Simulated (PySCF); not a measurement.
# S2F2 (Difluorodisulfane): SVWN5/STO-3G

Aim: the vertical singlet–triplet gap of S2F2 (Difluorodisulfane) at SVWN5/STO-3G, from 2 runs. The job is set up through a Python script.

The results are computed with PySCF 2.14.0.

13 further runs of the same task are left out: 4 that didn't finish, 9 set aside as unsound or not needed.

## (1) Starting point

S2F2: 4 atoms, total charge 0, spin state singlet. As SMILES, `FSSF`. The shape is that of a PBE0-D4/def2-TZVP optimisation.

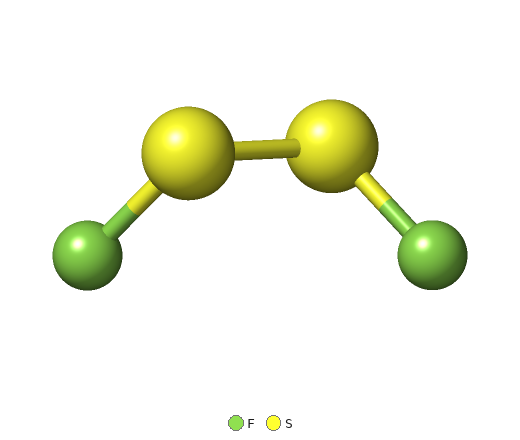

Viewed from a chosen angle; fluorine green, sulfur yellow.

## (2) A single-point energy at SVWN5/STO-3G

geometry.xyz reads:

```xyz
4

F     -1.783750    -0.199930    -0.621590
S     -0.467670     0.764150    -0.632370
S      1.044990    -0.276390    -0.184720
F      1.206410    -0.287820     1.438680
```

job.py reads:

```python
from pyscf import gto, dft

mol = gto.M(
    atom='geometry.xyz',
    spin=0,
    verbose=3,
    basis='sto-3g',
    charge=0,
    max_memory=1860,
)

ks = dft.RKS(mol)
ks.xc = 'svwn'
ks.conv_tol = 1e-10
ks.grids.level = 5
ks.kernel()
if not ks.converged:
    ks = ks.newton().run(ks.mo_coeff, ks.mo_occ)

e_final = ks.e_tot
print('E = %.10f Eh' % e_final)
```

Started as:

```console
$ OMP_NUM_THREADS=1 python job.py
```

The log of the run:

```text
converged SCF energy = -980.154439266776
E = -980.1544392668 Eh
```

Run time: 2.4 s. Hardware: 1 thread of Arm Neoverse V1, shared host; peak memory 0.15 GiB.

## (3) The triplet, same level

input.py reads:

```python
from pyscf import gto, dft

mol = gto.Mole()
mol.atom = '''
F     -3.370799    -0.377813    -1.174635
S     -0.883768     1.444034    -1.195006
S      1.974745    -0.522301    -0.349070
F      2.279784    -0.543901     2.718711
'''
mol.unit = 'bohr'
mol.max_memory = 1860
mol.basis = 'sto-3g'
mol.spin = 2
mol.verbose = 3
mol.build()

mf = dft.UKS(mol, xc='svwn')
mf.conv_tol = 1e-10
mf.grids.level = 5
mf.kernel()
if not mf.converged:
    mf = mf.newton().run(mf.mo_coeff, mf.mo_occ)

e_final = mf.e_tot
print(f'total energy: {e_final:.8f} hartree')
```

Started as:

```console
$ OMP_NUM_THREADS=1 python input.py
```

The log of the run:

```text
WARN: HOMO -0.0425393442924396 >= LUMO -0.267551326587317

WARN: HOMO 0.133169263923477 >= LUMO 0.0830437333458733

WARN: HOMO 0.124897174986965 >= LUMO -0.0164012691395955

WARN: HOMO 0.111279587065738 >= LUMO -0.0026793473057703

WARN: HOMO 0.131352587077208 >= LUMO -0.0323919904086458

WARN: HOMO 0.132462682101148 >= LUMO -0.0361017006598627

WARN: HOMO 0.130457600272277 >= LUMO -0.033256347070018

WARN: HOMO 0.124555377247279 >= LUMO -0.0280859672690339

WARN: HOMO 0.13124492722813 >= LUMO -0.0397442600421621

WARN: HOMO 0.130515036225458 >= LUMO -0.03790686560707

WARN: HOMO 0.131981618711124 >= LUMO -0.0400564914231994

WARN: HOMO 0.131802654411063 >= LUMO -0.0404448158145276

WARN: HOMO 0.132258190816902 >= LUMO -0.0408487018772179

WARN: HOMO 0.132357864193494 >= LUMO -0.0410696788006638

WARN: HOMO 0.132390023673357 >= LUMO -0.0409486712481709

WARN: HOMO 0.132405056987332 >= LUMO -0.0409632270038789

WARN: HOMO 0.132128401372359 >= LUMO -0.0412170700312053

WARN: HOMO 0.132189363116351 >= LUMO -0.0411836552282408

WARN: HOMO 0.132203202059064 >= LUMO -0.0411757918247823

WARN: HOMO 0.13219734687658 >= LUMO -0.0411789289870403

WARN: HOMO 0.132198018679274 >= LUMO -0.0411784119436552

WARN: HOMO 0.13219799187745 >= LUMO -0.0411785210567974

WARN: HOMO 0.132197934220496 >= LUMO -0.0411785505235701

WARN: HOMO 0.132197931540847 >= LUMO -0.0411785509569133

WARN: HOMO 0.132197933840591 >= LUMO -0.0411785494283827

converged SCF energy = -979.977825489543  <S^2> = 2.0006823  2S+1 = 3.0004549
total energy: -979.97782549 hartree
```

It took 6.9 s on 1 thread of Arm Neoverse V1, shared host; peak memory 0.15 GiB.

## (4) Summary of results

Level: SVWN5/STO-3G.

```
                                        quantity          value
                           singlet: total energy  -980.15444 Eh
                          singlet: dipole moment         0.24 D
                            singlet: HOMO energy       -1.56 eV
                            singlet: LUMO energy        3.31 eV
                          singlet: HOMO–LUMO gap        4.88 eV
                           triplet: total energy  -979.97783 Eh
                          triplet: dipole moment         0.09 D
                                   triplet: ⟨S²⟩          2.001
vertical energy of the triplet above the singlet       4.806 eV
```

In words: At this shape the triplet lies 4.81 eV (111 kcal/mol) above the singlet. In a minimal basis such a difference can be off by several eV, whatever the method.
